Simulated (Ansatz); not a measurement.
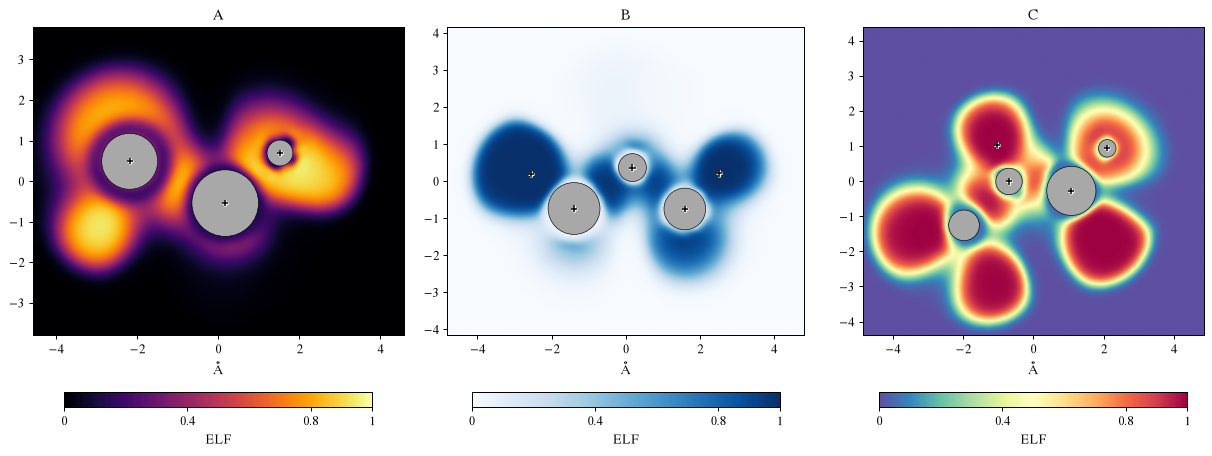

The electron localisation function of 3 systems, each on a plane through atoms (crosses mark nuclei in the plane; grey discs cover the cores).

Level of theory: RKS PBE0-D4/def2-TZVPP in Ansatz 0.2.0.

System 1: GeH5NSTe (SMILES [NH2][GeH]([SH])[TeH]), the plane of atoms N1, Ge2 and Te4. Geometry: PBE0-D4/def2-TZVP; core potentials replace the inner electrons of Te.

```xyz
9

N    -0.0559    1.5302    0.5801
Ge    0.2542   -0.1794    0.0055
S    -1.1617   -1.4742    1.1171
Te   -0.2184   -0.5400   -2.4963
H     0.5092    2.2404    0.1337
H    -1.0287    1.8030    0.5454
H     1.7242   -0.5172    0.3012
H    -0.7311   -1.0593    2.3230
H     0.7968   -1.8498   -2.5267
```

System 2: CH6OS2Si, the plane of atoms Si3, C2 and S5. Geometry: PBE0-D4/def2-TZVP.

```xyz
11

O    -1.0738    1.1097    0.2337
C    -0.1110    0.1848   -0.2342
Si    0.2397   -1.1343    1.1213
S     1.4806    0.9988   -0.5793
S    -0.8191   -0.6934   -1.6389
H    -0.6051    1.7559    0.7748
H     1.1262   -2.2070    0.6084
H    -1.0633   -1.6869    1.5573
H     0.8981   -0.4162    2.2432
H     1.1037    1.6236   -1.7097
H    -1.1106    0.4080   -2.3560
```

System 3: CH5FOSi2, the plane of atoms F1, Si2 and C4. Geometry: PBE0-D4/def2-TZVP.

```yaml
atoms:
  - { symbol: F, position_ang: [-2.5266, 0.4811, -1.6946] }
  - { symbol: Si, position_ang: [-1.1427, 0.7480, -0.9732] }
  - { symbol: O, position_ang: [0.1857, 0.0126, -1.5735] }
  - { symbol: C, position_ang: [-0.2039, -0.5827, -0.2187] }
  - { symbol: Si, position_ang: [1.1084, -0.3702, 1.0925] }
  - { symbol: H, position_ang: [-1.0842, 2.1759, -0.6330] }
  - { symbol: H, position_ang: [-0.6024, -1.5904, -0.3477] }
  - { symbol: H, position_ang: [2.3495, -1.1045, 0.7344] }
  - { symbol: H, position_ang: [0.5757, -0.8958, 2.3778] }
  - { symbol: H, position_ang: [1.4236, 1.0749, 1.2390] }
```

### Which map belongs to which system?

Panel A is system 1, GeH5NSTe: the plane holds N, Ge and Te. Ge–N (1.83 Å): the ELF peaks at about 0.90 in the valence shell of N, 0.7 Å from its nucleus, and is about 0.45 at the midpoint. Panel B is system 2, CH6OS2Si: the plane holds C, Si, S and H. C–S (1.80 Å): the ELF peaks at about 0.90 between the atoms, as expected for a covalent bond. Panel C is system 3, CH5FOSi2: the plane holds F, Si, C and H. Si–F (1.58 Å): the ELF peaks at about 0.85 in the valence shell of F, 0.6 Å from its nucleus, and is about 0.55 at the midpoint.
